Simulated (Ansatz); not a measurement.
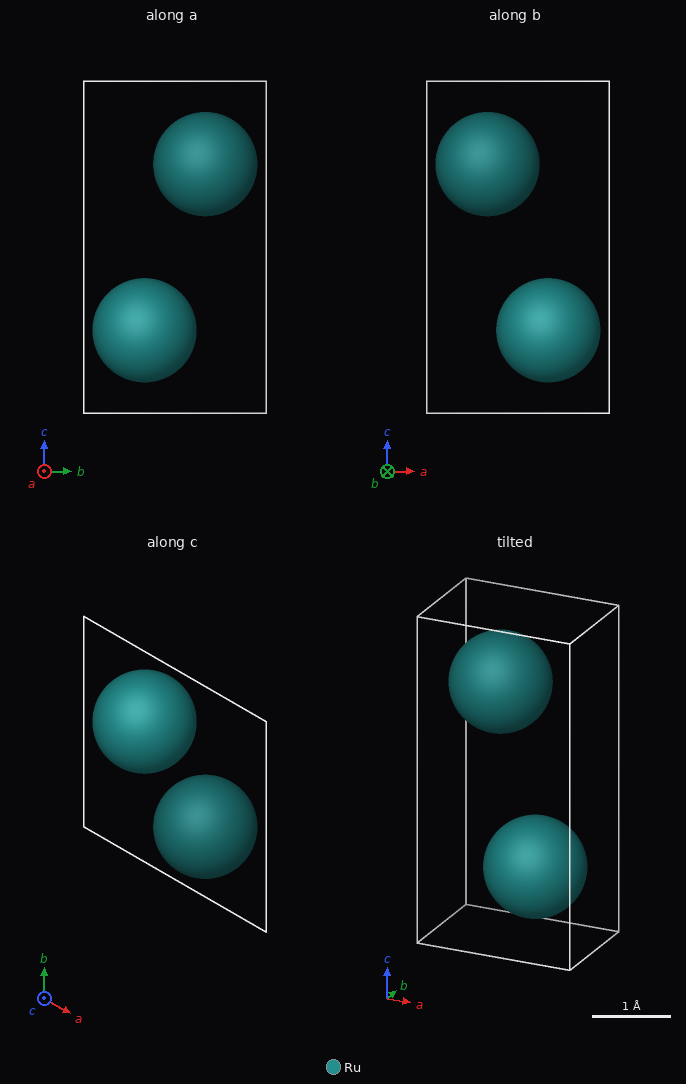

Shown here is a spheres-only view of the crystal, taken along the a axis, along the b axis, along the c axis and slightly off an axis. Atoms at the boundary of the conventional unit cell (the box) are drawn once for each face, edge or corner they touch.

Lattice parameters: a = 2.7022 Å, b = 2.7022 Å, c = 4.2668 Å, α = 90.000°, β = 90.000°, γ = 120.000°.

### Give the structure in the form of a CIF in P1 with every atom of the cell.

```cif
data_structure
_symmetry_space_group_name_H-M 'P 1'
_symmetry_Int_Tables_number 1
_cell_length_a 2.7022
_cell_length_b 2.7022
_cell_length_c 4.2668
_cell_angle_alpha 90.000
_cell_angle_beta 90.000
_cell_angle_gamma 120.000
_cell_volume 26.98
loop_
_atom_site_label
_atom_site_type_symbol
_atom_site_fract_x
_atom_site_fract_y
_atom_site_fract_z
_atom_site_occupancy
Ru1 Ru 0.3333 0.6667 0.7500 1
Ru2 Ru 0.6667 0.3333 0.2500 1
```

Starting structure: the standard structure of this element. Earlier steps of the study may have refined or changed the cell and positions. It was run through Ansatz as a DFT input.
